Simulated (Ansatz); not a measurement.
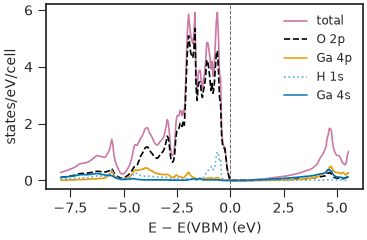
Figure: Total and projected density of states of SrGaHO₂ in space group P4/mmm (No. 123; Sr on 1d, Ga on 1a, O on 2f, H on 1b), the program Ansatz at the PBE level (PAW)

Task: Which orbitals carry the states next to the gap?

Result: Top 1 eV of the valence band: O 2p 82 %, H 1s 13 %. Bottom 1 eV of the conduction band: Ga 4s 63 %, O 2s 14 %, O 2p 13 %. Projections are on Löwdin-orthogonalised atomic valence shells; empty p or d shells of many metals are not among them.

Task: Where is the tallest occupied peak in this window, and what makes it?

Result: Near -0.6 eV, about 5.9 states/eV per cell; the largest projected share is O 2p.

The start of the workflow was typed in or built on a structure type; neither database checked (COD, Materials Project) lists it. Its standing as an ambient phase is unchecked. The PBE relaxation kept the symmetry of its start; whether a distortion lowers the energy is not shown. Spin–orbit coupling is left out wherever it is not named.

Potentials: the earlier of the program's two PAW sets.
